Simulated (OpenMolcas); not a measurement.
## Run report: S2F2, excited-state calculation (part 2 of 3)

S2F2 (Difluorodisulfane); CASPT2/ANO-R1, sfX2C (OpenMolcas 26.06). The geometry comes from this level: PBE0-D4/def2-TZVP.

Geometry of the input (Å):
```
F  -1.7837  -0.1999  -0.6216
S  -0.4677  0.7641  -0.6324
S  1.0450  -0.2764  -0.1847
F  1.2064  -0.2878  1.4387
```

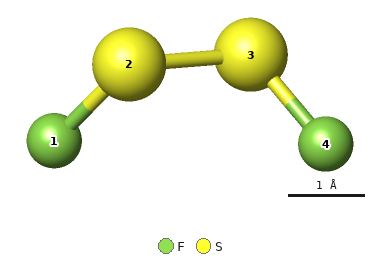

Fig. 1: The structure (ball-and-stick view, seen on its broad side; atoms are numbered from 1 in the order of the input).

## What the program printed, continued
```
                   F1       S2       S3       F4
      Nuclear      9.0000  16.0000  16.0000   9.0000
      Electronic  -9.4186 -15.5834 -15.5742  -9.4238

      Total       -0.4186   0.4166   0.4258  -0.4238
--

      Natural Bond Order analysis for root number:  1

++    Natural Bond Order analysis
      ---------------------------
      Based on LoProp computed density
      -------------------------------------------------------------------------------------
      Atom A       Atom B       Bond Order
      -------------------------------------------------------------------------------------
      NBO located      1.000 non-bonded electrons on atom F1
      NBO located      0.993 non-bonded electrons on atom F1
      NBO located      1.001 non-bonded electrons on atom S2
      NBO located      1.001 non-bonded electrons on atom S2
      NBO located      0.998 non-bonded electrons on atom S2
      NBO located      1.000 non-bonded electrons on atom S2
      NBO located      0.999 non-bonded electrons on atom S2
      NBO located      1.000 non-bonded electrons on atom S2
      NBO located      0.998 non-bonded electrons on atom S3
      NBO located      1.000 non-bonded electrons on atom S3
      NBO located      1.000 non-bonded electrons on atom S3
      NBO located      0.999 non-bonded electrons on atom S3
      NBO located      0.999 non-bonded electrons on atom S3
      NBO located      1.000 non-bonded electrons on atom F4
      NBO located      1.005 non-bonded electrons on atom F4
      NBO located      0.992 non-bonded electrons on atom F4
      The remaining    9.862 electrons are to be considered as diffuse
--

--

      Von Neumann Entropy (Root   2) =  1.60708

      Mulliken population analysis for root number:  2
      -----------------------------------------------

++    Molecular charges:
      ------------------

      Mulliken charges per centre
      ---------------------------

                F1      S2      S3      F4
      Total    9.3659 15.6418 15.6213  9.3710

      N-E     -0.3659  0.3582  0.3787 -0.3710

      Total electronic charge=   50.000000

      Total            charge=   -0.000000
--

      Expectation values of various properties for root number:  2
      -----------------------------------------------------------

++    Molecular properties:
      ---------------------

      Charge (e):
                      =   -0.0000
      Dipole Moment (debye):
      Origin of the operator (angstrom)=    0.0735    0.0621   -0.1040
                   X=  9.2400E-01               Y=  6.5460E-01               Z= -1.1360E+00           Total=  1.6040E+00
      Quadrupole Moment (debye*angstrom):
      Origin of the operator (angstrom)=    0.0735    0.0621   -0.1040
                  XX= -3.8319E+01              XY= -2.2636E+00              XZ= -3.0306E+00              YY= -3.3432E+01
                  YZ= -8.7704E-02              ZZ= -3.8036E+01
      In traceless form (debye*angstrom)
                  XX= -2.5855E+00              XY= -3.3954E+00              XZ= -4.5459E+00              YY=  4.7459E+00
                  YZ= -1.3156E-01              ZZ= -2.1604E+00
--

      LoProp population analysis for root number:  2
      -----------------------------------------------

++    LoProp analysis:
      ----------------

++    Static properties:
      ------------------

      LoProp Charges per center

                   F1       S2       S3       F4
      Nuclear      9.0000  16.0000  16.0000   9.0000
      Electronic  -9.4717 -15.5356 -15.5186  -9.4740

      Total       -0.4717   0.4644   0.4814  -0.4740
--

      Natural Bond Order analysis for root number:  2

++    Natural Bond Order analysis
      ---------------------------
      Based on LoProp computed density
      -------------------------------------------------------------------------------------
      Atom A       Atom B       Bond Order
      -------------------------------------------------------------------------------------
      NBO located      1.000 non-bonded electrons on atom F1
      NBO located      0.989 non-bonded electrons on atom F1
      NBO located      0.998 non-bonded electrons on atom S2
      NBO located      1.000 non-bonded electrons on atom S2
      NBO located      0.999 non-bonded electrons on atom S2
      NBO located      1.000 non-bonded electrons on atom S2
      NBO located      0.999 non-bonded electrons on atom S2
      NBO located      0.998 non-bonded electrons on atom S3
      NBO located      1.000 non-bonded electrons on atom S3
      NBO located      0.999 non-bonded electrons on atom S3
      NBO located      0.999 non-bonded electrons on atom S3
      NBO located      1.000 non-bonded electrons on atom S3
      NBO located      0.990 non-bonded electrons on atom F4
      NBO located      1.000 non-bonded electrons on atom F4
      NBO located      1.005 non-bonded electrons on atom F4
      The remaining   10.647 electrons are to be considered as diffuse
--

--

      Von Neumann Entropy (Root   3) =  1.24569

      Mulliken population analysis for root number:  3
      -----------------------------------------------

++    Molecular charges:
      ------------------

      Mulliken charges per centre
      ---------------------------

                F1      S2      S3      F4
      Total    9.3939 15.6133 15.6856  9.3072

      N-E     -0.3939  0.3867  0.3144 -0.3072

      Total electronic charge=   50.000000

      Total            charge=   -0.000000
--

      Expectation values of various properties for root number:  3
      -----------------------------------------------------------

++    Molecular properties:
      ---------------------

      Charge (e):
                      =   -0.0000
      Dipole Moment (debye):
      Origin of the operator (angstrom)=    0.0735    0.0621   -0.1040
                   X=  1.4362E+00               Y=  1.2178E+00               Z= -1.6213E+00           Total=  2.4848E+00
      Quadrupole Moment (debye*angstrom):
      Origin of the operator (angstrom)=    0.0735    0.0621   -0.1040
                  XX= -3.8617E+01              XY= -2.3182E+00              XZ= -1.7878E+00              YY= -3.5138E+01
                  YZ=  2.4862E-01              ZZ= -3.4975E+01
      In traceless form (debye*angstrom)
                  XX= -3.5604E+00              XY= -3.4773E+00              XZ= -2.6816E+00              YY=  1.6585E+00
                  YZ=  3.7293E-01              ZZ=  1.9020E+00
--

      LoProp population analysis for root number:  3
      -----------------------------------------------

++    LoProp analysis:
      ----------------

++    Static properties:
      ------------------

      LoProp Charges per center

                   F1       S2       S3       F4
      Nuclear      9.0000  16.0000  16.0000   9.0000
      Electronic  -9.5164 -15.5001 -15.5855  -9.3980

      Total       -0.5164   0.4999   0.4145  -0.3980
--

      Natural Bond Order analysis for root number:  3

++    Natural Bond Order analysis
      ---------------------------
      Based on LoProp computed density
      -------------------------------------------------------------------------------------
      Atom A       Atom B       Bond Order
      -------------------------------------------------------------------------------------
      NBO located      0.999 non-bonded electrons on atom F1
      NBO located      0.980 non-bonded electrons on atom F1
      NBO located      0.997 non-bonded electrons on atom S2
      NBO located      0.999 non-bonded electrons on atom S2
      NBO located      1.000 non-bonded electrons on atom S2
      NBO located      1.000 non-bonded electrons on atom S2
      NBO located      0.999 non-bonded electrons on atom S2
      NBO located      0.998 non-bonded electrons on atom S3
      NBO located      1.000 non-bonded electrons on atom S3
      NBO located      1.000 non-bonded electrons on atom S3
      NBO located      0.999 non-bonded electrons on atom S3
      NBO located      0.999 non-bonded electrons on atom S3
      NBO located      1.000 non-bonded electrons on atom F4
      NBO located      0.991 non-bonded electrons on atom F4
      NBO located      1.006 non-bonded electrons on atom F4
      The remaining   10.636 electrons are to be considered as diffuse
--

--

      Average orbitals are written to the RASORB file
      Natural orbitals for root   1 are written to the RASORB.1 file
      Natural orbitals for root   2 are written to the RASORB.2 file
      Natural orbitals for root   3 are written to the RASORB.3 file
      Spin density orbitals for root   1 are written to the SPDORB.1 file
      Spin density orbitals for root   2 are written to the SPDORB.2 file
      Spin density orbitals for root   3 are written to the SPDORB.3 file

--- Stop Module: rasscf /rc=_RC_ALL_IS_WELL_ ---
           step3.RasOrb.3 step3.rasscf.h5 step3.SpdOrb.1 step3.SpdOrb.2 step3.SpdOrb.3 xmldump
--- Module rasscf spent 2 seconds ---

--- Start Module: caspt2 ---

                                              &CASPT2

                       available to each process: 1.9 GB of memory, 1 thread

++    Wave function specifications:
      -----------------------------

      Number of closed shell electrons          20
      Number of electrons in active shells       6
      Max number of holes in RAS1 space          0
      Max number of electrons in RAS3 space      0
      Number of inactive orbitals               10
      Number of active orbitals                  6
      Number of secondary orbitals              36
      Spin quantum number                      0.0
      State symmetry                             1
      Number of CSFs                           175
      Number of CASSCF root(s) available         3
      CASPT2 state passed to geometry opt.       3
      A file JOBMIX will be created
      This is a MULTI-STATE CASSCF reference
      Number of CI roots used                    3
      These are:                                 1   2   3
      Off-diagonal elements of Heff are computed
--

++    Orbital specifications:
      -----------------------

      Symmetry species                           1
                                                 a
      Frozen orbitals                           12
      Inactive orbitals                         10
      Active orbitals                            6
      Secondary orbitals                        36
      Deleted orbitals                           0
      Number of basis functions                 64
--

++    CASPT2 specifications:
      ----------------------

      Type of calculation                        MS-CASPT2
      Fock operator                              state-specific
      IPEA shift                                 0.25
      Real shift                                 0.00
      Imaginary shift                            0.20
      The input orbitals will be transformed to quasi-canonical
--

--------------------------------------------------------------------------------
 Estimated memory requirements:
  POLY3 :                   262414
  RHS:                      340736
  SIGMA :                   409840
  PRPCTL:                        0
 Available workspace:    232484419

++ CASPT2 computation for group   1

********************************************************************************
 Multi-State initialization phase begins for group   1
--------------------------------------------------------------------------------
********************************************************************************
 Compute H0 matrices for state    1
--------------------------------------------------------------------------------
--------------------------------------------------------------------------------
 H0 matrices have been computed.

********************************************************************************
  CASPT2 EQUATION SOLUTION
--------------------------------------------------------------------------------

  Total nr of CASPT2 parameters:
   Before reduction:      225462
   After  reduction:      224790

 Variance of |WF0>:       2.6007327150

 The contributions to the second order correlation energy in atomic units.
-----------------------------------------------------------------------------------------------------------------------------
  IT.      VJTU        VJTI        ATVX        AIVX        VJAI        BVAT        BJAT        BJAI        TOTAL       RNORM
-----------------------------------------------------------------------------------------------------------------------------
   1    -0.003443   -0.018629   -0.013551   -0.061728   -0.076264   -0.041939   -0.067784   -0.317044   -0.600384    0.014262
   2    -0.003520   -0.018908   -0.013759   -0.062497   -0.076552   -0.042309   -0.067993   -0.317306   -0.602843    0.002390
   3    -0.003521   -0.018927   -0.013767   -0.062540   -0.076563   -0.042331   -0.067987   -0.317303   -0.602939    0.000536
   4    -0.003520   -0.018924   -0.013761   -0.062527   -0.076552   -0.042321   -0.067977   -0.317294   -0.602877    0.000102
   5    -0.003520   -0.018924   -0.013761   -0.062526   -0.076551   -0.042320   -0.067978   -0.317294   -0.602874    0.000021
   6    -0.003520   -0.018924   -0.013761   -0.062527   -0.076551   -0.042320   -0.067978   -0.317295   -0.602876    0.000004
-----------------------------------------------------------------------------------------------------------------------------

  FINAL CASPT2 RESULT:

      Reference energy:        -996.3460107848
      E2 (Non-variational):      -0.6028761484
      Shift correction:          -0.0027667559
      E2 (Variational):          -0.6056429043
      Total energy:            -996.9516536890
      Residual norm:              0.0000007017
      Reference weight:           0.84576

      Contributions to the CASPT2 correlation energy
      Active & Virtual Only:         -0.0560814180
      One Inactive Excited:          -0.1340250537
      Two Inactive Excited:          -0.4127696767

++ Denominators, etc.
--------------------------------------------------------------------------------------------------------------
 Report on small energy denominators, large coefficients, and large energy contributions.
CASE  SYMM ACTIVE-MIX  NON-ACTIVE INDICES          DENOMINATOR     RHS VALUE       COEFFICIENT     CONTRIBUTION
VJTIP    1  Mu1.0001  In1.022 In1.017               1.52098876      0.04061559     -0.02572083     -0.00104467
VJTIP    1  Mu1.0003  In1.022 In1.022               1.45412650     -0.04807195      0.03212412     -0.00154427
BVATM    1  Mu1.0003  Se1.034 Se1.033               1.91137667      0.05510563     -0.02857356     -0.00157456
BVATM    1  Mu1.0002  Se1.035 Se1.033               1.92568654     -0.05625408      0.02923518     -0.00164460
--

   (Skipping property calculation,
    use PROP keyword to activate)
--

++ CASPT2 computation for group   2

********************************************************************************
 Multi-State initialization phase begins for group   2
```
